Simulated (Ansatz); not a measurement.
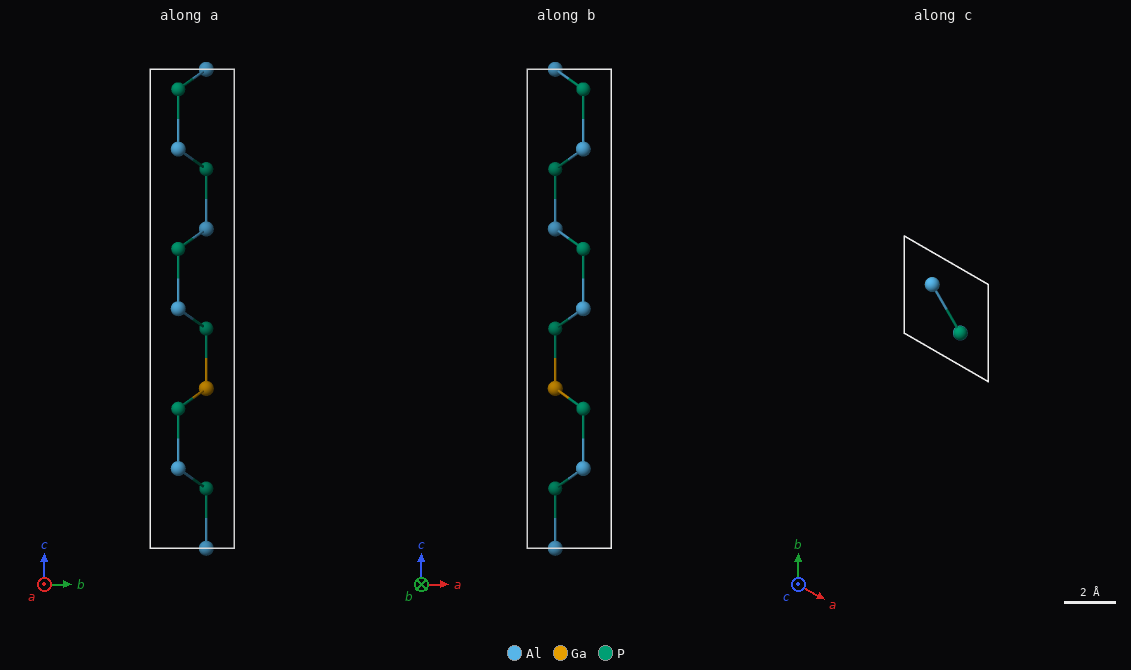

A ball-and-stick picture of a crystal structure, seen along the a axis, along the b axis and along the c axis. One conventional unit cell is framed, with atoms on its boundary repeated.

Lattice parameters: a = 3.8862 Å, b = 3.8862 Å, c = 19.1566 Å, α = 90.000°, β = 90.000°, γ = 120.000°.

Set out the cell and atoms as a CIF with its space group and independent sites.

```cif
data_structure
_symmetry_space_group_name_H-M 'P 3 m 1'
_symmetry_Int_Tables_number 156
_cell_length_a 3.8862
_cell_length_b 3.8862
_cell_length_c 19.1566
_cell_angle_alpha 90.000
_cell_angle_beta 90.000
_cell_angle_gamma 120.000
_cell_volume 250.55
loop_
_atom_site_label
_atom_site_type_symbol
_atom_site_symmetry_multiplicity
_atom_site_Wyckoff_symbol
_atom_site_fract_x
_atom_site_fract_y
_atom_site_fract_z
_atom_site_occupancy
Al1 Al 1 c 0.6667 0.3333 0.1663 1
Al2 Al 1 c 0.6667 0.3333 0.4999 1
Al3 Al 1 c 0.6667 0.3333 0.8332 1
Al4 Al 1 b 0.3333 0.6667 0.9998 1
Al5 Al 1 b 0.3333 0.6667 0.6666 1
Ga1 Ga 1 b 0.3333 0.6667 0.3335 1
P1 P 1 c 0.6667 0.3333 0.2912 1
P2 P 1 c 0.6667 0.3333 0.6248 1
P3 P 1 c 0.6667 0.3333 0.9581 1
P4 P 1 b 0.3333 0.6667 0.1247 1
P5 P 1 b 0.3333 0.6667 0.4585 1
P6 P 1 b 0.3333 0.6667 0.7915 1
```

The initial geometry was a structure type filled with these elements by a generator (whether the compound takes this form wasn't checked). What is shown is the relaxed result from DFT PBE, scalar-relativistic, plane waves, PAW in Ansatz 0.2.0.
